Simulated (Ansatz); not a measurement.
```cif
data_structure
_symmetry_space_group_name_H-M 'P 1'
_symmetry_Int_Tables_number 1
_cell_length_a 4.7491
_cell_length_b 4.7491
_cell_length_c 8.5785
_cell_angle_alpha 90.000
_cell_angle_beta 90.000
_cell_angle_gamma 120.000
_cell_volume 167.56
loop_
_atom_site_label
_atom_site_type_symbol
_atom_site_fract_x
_atom_site_fract_y
_atom_site_fract_z
_atom_site_occupancy
Hf1 Hf 0.00000 0.00000 0.00000 1
Hf2 Hf 0.33333 0.66667 0.50000 1
Hf3 Hf 0.66667 0.33333 0.50000 1
B1 B 0.00000 0.00000 0.26893 1
B2 B 0.00000 0.00000 0.73107 1
Ru1 Ru 0.00000 0.00000 0.50000 1
```

Space group P6/mmm; a structure generated by program, which may or may not match a known phase; computed without spin polarisation.

Theory: DFT PBE, scalar-relativistic, plane waves, PAW in Ansatz 0.2.0.

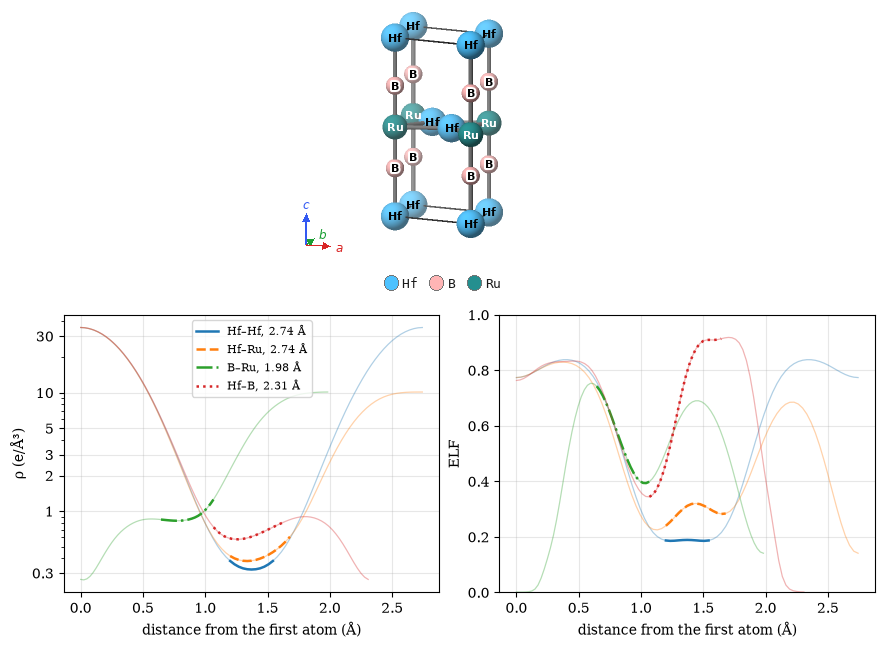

Hf3B2Ru. Valence pseudo-density and ELF along straight lines between neighbouring atoms. Thin, pale parts lie inside the atomic spheres. The structure is drawn too.

Core electrons are frozen (PAW), and the valence fields are smoothed inside the atomic spheres.

Compare the contacts.

Answer. Hf–Hf (2.74 Å): ρ at the midpoint is about 0.32 e/Å³; the ELF is about 0.20 at the midpoint; no shared electron pair shows on this line.
Hf–Ru (2.74 Å): the density is about 0.38 e/Å³ at the midpoint; the ELF is about 0.30 at the midpoint.
B–Ru (1.98 Å): ρ at the midpoint is about 1 e/Å³, with its minimum of 0.83 e/Å³ about 0.8 Å from B; the ELF peaks at about 0.75 in the valence shell of B, 0.6 Å from its nucleus, and is about 0.40 at the midpoint.
Hf–B (2.31 Å): the density is about 0.61 e/Å³ at the midpoint; the ELF peaks at about 0.90 in the valence shell of B, 0.6 Å from its nucleus, and is about 0.40 at the midpoint.
